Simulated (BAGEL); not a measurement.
# CH3GaS (SMILES [CH2]1[S][GaH]1) at HF/6-31G(d) (density fitting with qzvpp-jkfit, spherical functions)

What is the vertical singlet–triplet gap of CH3GaS at HF/6-31G* (density fitting with qzvpp-jkfit, spherical functions)? 

Program for the calculation: BAGEL 1.2.2.

3 further runs of the same task are left out: 3 that didn't finish. Runs told in other sessions of the task aren't counted.

**1. The system as given**

CH3GaS has 6 atoms, charge 0, and is taken as a singlet. As SMILES, `[CH2]1[S][GaH]1`. Geometry: a GFN2-xTB relaxation, a rough one for these elements and not checked as a minimum.

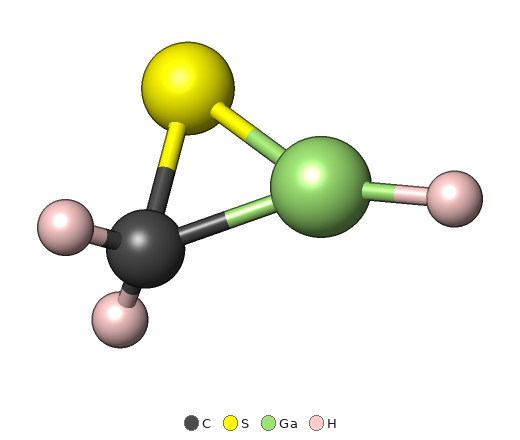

Viewed from a chosen angle; carbon dark grey, sulfur yellow, gallium green, hydrogen pink.

**2. The energy at HF/6-31G(d) (density fitting with qzvpp-jkfit, spherical functions)**

Input file input.json:

```json
{ "bagel" : [

{
  "title" : "molecule",
  "basis" : "6-31gs.json",
  "df_basis" : "qzvpp-jkfit",
  "angstrom" : "true",
  "geometry" : [
    { "atom" : "C", "xyz" : [      -0.417640,       0.080650,      -0.719480 ] },
    { "atom" : "S", "xyz" : [       0.615750,      -1.552450,      -0.170900 ] },
    { "atom" : "Ga", "xyz" : [       0.451480,       0.232710,       1.054040 ] },
    { "atom" : "H", "xyz" : [      -1.449600,      -0.230400,      -0.870360 ] },
    { "atom" : "H", "xyz" : [       0.021250,       0.438830,      -1.648680 ] },
    { "atom" : "H", "xyz" : [       0.778760,       1.030660,       2.355380 ] }
  ]
},

{ "title" : "hf" },

{ "title" : "print", "file" : "orbitals.molden", "orbitals" : "true" }

]}
```

The basis set 6-31G* is read from a file made from the Basis Set Exchange's data (not shown).

Command:

```console
BAGEL_NUM_THREADS=1 BAGEL input.json > input.out
```

Output:

```text
* using 1 threads per process

  ===============================================================
  ===============================================================

  *** Geometry ***

  { "atom" : "C", "xyz" : [     -0.789225,      0.152406,     -1.359620 ] },
  { "atom" : "S", "xyz" : [      1.163599,     -2.933705,     -0.322954 ] },
  { "atom" : "Ga", "xyz" : [      0.853174,      0.439758,      1.991847 ] },
  { "atom" : "H", "xyz" : [     -2.739347,     -0.435393,     -1.644742 ] },
  { "atom" : "H", "xyz" : [      0.040157,      0.829269,     -3.115554 ] },
  { "atom" : "H", "xyz" : [      1.471643,      1.947665,      4.451023 ] },

  Number of auxiliary basis functions:      523

  Since a DF basis is specified, we compute 2- and 3-index integrals:
    o Being stored without compression. Storage requirement is 0.021 GB

  Number of basis functions:       70
  Number of electrons      :       56

    * METHOD: MOLECULE                             0.29

  *** RHF ***

  === Nuclear Repulsion ===
   234.6176457790

      * DIIS with orbital gradients will be used.

  === RHF iteration (6-31gs.json) ===
      0      -2359.96259804          0.01224495           0.07
      1      -2360.03565050          0.00658769           0.07
      2      -2360.05171430          0.00156280           0.07
      3      -2360.05298867          0.00044994           0.07
      4      -2360.05311358          0.00010725           0.07
      5      -2360.05312497          0.00003906           0.07
      6      -2360.05312706          0.00001870           0.07
      7      -2360.05312761          0.00000713           0.07
      8      -2360.05312768          0.00000284           0.07
      9      -2360.05312768          0.00000115           0.07
     10      -2360.05312768          0.00000052           0.07
     11      -2360.05312769          0.00000015           0.07
     12      -2360.05312769          0.00000006           0.07
     13      -2360.05312769          0.00000003           0.07
     14      -2360.05312769          0.00000001           0.07
     15      -2360.05312769          0.00000001           0.07
    * SCF iteration converged.

    * Permanent dipole moment:
           (    0.168478,    -1.052254,    -0.588127) a.u.

    * METHOD: HF                                   1.32

    * METHOD: PRINT                                0.01

  ===============================================================
```

Wall time 1.8 s (1 thread of Arm Neoverse V1, shared host).

**3. The triplet, same level**

Input file hf.json:

```json
{ "bagel" : [

{
  "title" : "molecule",
  "basis" : "6-31gs.json",
  "df_basis" : "qzvpp-jkfit",
  "angstrom" : "true",
  "geometry" : [
    { "atom" : "C", "xyz" : [      -0.417640,       0.080650,      -0.719480 ] },
    { "atom" : "S", "xyz" : [       0.615750,      -1.552450,      -0.170900 ] },
    { "atom" : "Ga", "xyz" : [       0.451480,       0.232710,       1.054040 ] },
    { "atom" : "H", "xyz" : [      -1.449600,      -0.230400,      -0.870360 ] },
    { "atom" : "H", "xyz" : [       0.021250,       0.438830,      -1.648680 ] },
    { "atom" : "H", "xyz" : [       0.778760,       1.030660,       2.355380 ] }
  ]
},

{ "title" : "uhf", "charge" : 0, "nopen" : 2 },

{ "title" : "print", "file" : "orbitals.molden", "orbitals" : "true" }

]}
```

The basis set 6-31G* is read from a file made from the Basis Set Exchange's data (not shown).

Command:

```console
BAGEL_NUM_THREADS=1 BAGEL hf.json > hf.out
```

Output:

```text
* using 1 threads per process

  ===============================================================
  ===============================================================

  *** Geometry ***

  { "atom" : "C", "xyz" : [     -0.789225,      0.152406,     -1.359620 ] },
  { "atom" : "S", "xyz" : [      1.163599,     -2.933705,     -0.322954 ] },
  { "atom" : "Ga", "xyz" : [      0.853174,      0.439758,      1.991847 ] },
  { "atom" : "H", "xyz" : [     -2.739347,     -0.435393,     -1.644742 ] },
  { "atom" : "H", "xyz" : [      0.040157,      0.829269,     -3.115554 ] },
  { "atom" : "H", "xyz" : [      1.471643,      1.947665,      4.451023 ] },

  Number of auxiliary basis functions:      523

  Since a DF basis is specified, we compute 2- and 3-index integrals:
    o Being stored without compression. Storage requirement is 0.021 GB

  Number of basis functions:       70
  Number of electrons      :       56

    * METHOD: MOLECULE                             0.29

  *** Open-shell HF ***

  === Nuclear Repulsion ===
   234.6176457790

      * DIIS with orbital gradients will be used.

  === UHF iteration (6-31gs.json) ===
      0      -2359.77159271          0.02416660           0.14
      1      -2359.85058616          0.01511160           0.14
      2      -2359.86852028          0.01041765           0.14
      3      -2359.87796407          0.00147541           0.14
      4      -2359.87931690          0.00098493           0.14
      5      -2359.88032369          0.00074514           0.14
      6      -2359.88144212          0.00061104           0.14
      7      -2359.88274436          0.00046758           0.14
      8      -2359.88362539          0.00035689           0.14
      9      -2359.88419397          0.00029739           0.14
     10      -2359.88467041          0.00023969           0.14
     11      -2359.88511957          0.00018963           0.14
     12      -2359.88540260          0.00013855           0.14
     13      -2359.88549433          0.00011681           0.14
     14      -2359.88556594          0.00006100           0.14
     15      -2359.88556590          0.00006669           0.14
     16      -2359.88557633          0.00003040           0.14
     17      -2359.88557712          0.00001609           0.14
     18      -2359.88557753          0.00001186           0.14
     19      -2359.88557786          0.00000812           0.14
     20      -2359.88557802          0.00000550           0.14
     21      -2359.88557814          0.00000349           0.14
     22      -2359.88557820          0.00000247           0.14
     23      -2359.88557822          0.00000210           0.14
     24      -2359.88557825          0.00000174           0.14
     25      -2359.88557827          0.00000127           0.14
     26      -2359.88557828          0.00000109           0.14
     27      -2359.88557829          0.00000102           0.14
     28      -2359.88557829          0.00000097           0.14
     29      -2359.88557830          0.00000088           0.14
     30      -2359.88557831          0.00000076           0.14
     31      -2359.88557831          0.00000067           0.14
     32      -2359.88557832          0.00000057           0.14
     33      -2359.88557832          0.00000040           0.14
     34      -2359.88557832          0.00000032           0.14
     35      -2359.88557833          0.00000025           0.14
     36      -2359.88557833          0.00000017           0.14
     37      -2359.88557833          0.00000014           0.14
     38      -2359.88557833          0.00000012           0.14
     39      -2359.88557833          0.00000009           0.14
     40      -2359.88557833          0.00000008           0.14
     41      -2359.88557833          0.00000007           0.14
     42      -2359.88557833          0.00000007           0.14
     43      -2359.88557833          0.00000006           0.14
     44      -2359.88557833          0.00000006           0.14
     45      -2359.88557833          0.00000005           0.14
     46      -2359.88557833          0.00000003           0.14
     47      -2359.88557833          0.00000003           0.14
     48      -2359.88557833          0.00000002           0.14
     49      -2359.88557833          0.00000001           0.14
     50      -2359.88557833          0.00000001           0.14
    * SCF iteration converged.

    * S^2 (UHF) is 2.0321

    * Permanent dipole moment:
           (    0.244702,    -1.337954,    -0.688851) a.u.

    * METHOD: UHF                                  7.37

    * METHOD: PRINT                                0.01

  ===============================================================
```

It took 7.8 s on 1 thread of Arm Neoverse V1, shared host.

**4. Summary of results**

Level: HF/6-31G* (density fitting with qzvpp-jkfit, spherical functions).

| quantity | value |
| --- | --- |
| singlet: total energy | -2360.05313 Eh |
| singlet: dipole moment | 3.09 D |
| singlet: HOMO energy | -9.39 eV |
| singlet: LUMO energy | 1.16 eV |
| singlet: HOMO–LUMO gap | 10.56 eV |
| triplet: total energy | -2359.88558 Eh |
| triplet: dipole moment | 3.88 D |
| triplet: ⟨S²⟩ | 2.032 |
| vertical energy of the triplet above the singlet | 4.559 eV |

What this shows: At this shape the triplet lies 4.56 eV (105 kcal/mol) above the singlet.
